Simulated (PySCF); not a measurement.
# SiOBr: relaxation and vibrations of the doublet

Where does doublet SiOBr go from a linear start, is the end point a minimum, and what are its modes, charges and moments?

Method: PBE0, basis Si def2-TZVP, O def2-TZVP, Br def2-TZVP, no relativity, density fitting; program: PySCF 2.14.0.

**1. Where the work starts**

3 atoms, charge 0, spin multiplicity 2.

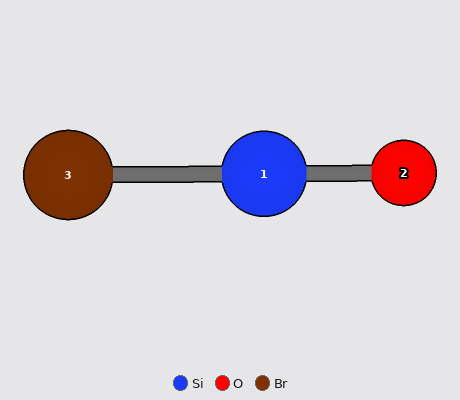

As it starts; silicon blue, oxygen red, bromine brown; atoms are numbered from 1 in the order of the file.

Z-matrix (Å, degrees; charge 0 multiplicity 2):
```
Si
O  1 1.6400
Br 1 2.3000 2 180.00
```

**2. Finding the electronic state**

One driver script runs all steps and calls PySCF; scf.py shows how it sets up the SCF of each step. The optimiser is the driver's own. After this first run the driver tries any further starts and a stability analysis.

File scf.py:

```python
from pyscf import gto, scf, dft
mol = gto.M(atom='''
Si     0.000000     0.000000     0.000000
O      0.000000     0.000000    -1.640000
Br     0.000000     0.000000     2.300000''',
    basis={'Si': 'def2-TZVP', 'O': 'def2-TZVP', 'Br': 'def2-TZVP'},
    charge=0, spin=1)
mf = dft.UKS(mol, xc='PBE0')
mf.grids.atom_grid = (50, 194)
aux = {'Si': 'def2-universal-JKFIT', 'O': 'def2-universal-JKFIT', 'Br': 'def2-universal-JKFIT'}
mf = mf.density_fit(auxbasis=aux)
mf.conv_tol = 1e-08
mf.diis_space = 10
mf.max_cycle = 60
mf.init_guess = 'minao'
mf.verbose = 4
mf.kernel()
```

On the command line:

```sh
> OMP_NUM_THREADS=4 python axn.py task.json out
```

The runs that follow: Linear start, doublet: relaxation; Vibrations and properties at this point; Following the imaginary mode; Hessian and properties.

What does the calculation give? Wanted: minimum; geometry; wavenumbers; dipole moment; highest occupied, lowest empty level; polar-tensor charge of Si1; zero-point energy; atomisation energy; ⟨S²⟩.

As calculated:

| quantity | value |
| --- | --- |
| minimum | doublet, Cs |
| geometry | Si–Br 2.223 Å, Si–O 1.520 Å; Br–Si–O 126.0° |
| wavenumbers (cm⁻¹) | 205 (a'), 405 (a'), 1201 (a') |
| dipole moment | 2.87 D |
| highest occupied, lowest empty level (either spin) | -7.76, -4.40 eV |
| polar-tensor charge of Si1 | +0.84 e |
| zero-point energy | 10.8 kJ/mol |
| entropy at 298.15 K | 290.2 J/(mol K) |
| atomisation energy (no zero-point energy) | 919 kJ/mol |
| ⟨S²⟩ | 0.757 |

The linear start (C∞v) ends in a minimum of Cs symmetry, after a stop at a second-order saddle point 63.3 kJ/mol higher, from which it was pushed off along an imaginary mode. In the infrared the band at 405 cm⁻¹ (a', mixed) leads. Most of the spin sits on Si1 (Mulliken spin 0.61, against 1 for the whole molecule). Only this shape and spin were tried, so other structures or states may lie lower.
